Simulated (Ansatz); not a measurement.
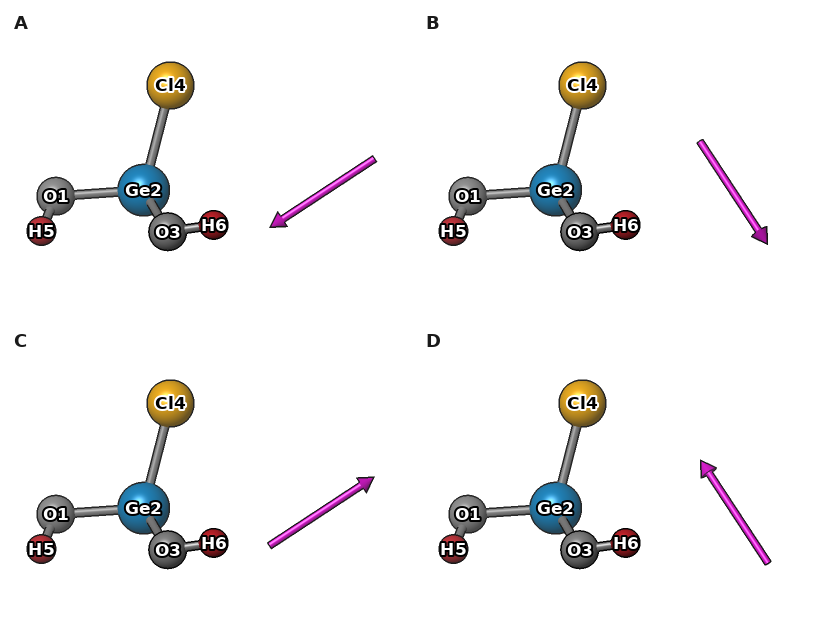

The same molecule four times, each with an arrow. The species is neutral and a spin doublet. The geometry was computed by an optimisation with PBE0-D4/def2-TZVP. No frequency run is at hand to confirm it as a minimum. Properties computed with UKS PBE0-D4/def2-TZVP (Ansatz 0.2.0).

Which arrow points along the dipole moment, from the negative to the positive end?

B. The dipole moment is 2.28 D; it points from the side of Cl4 to the side of H6 (the outermost atoms at the two ends).
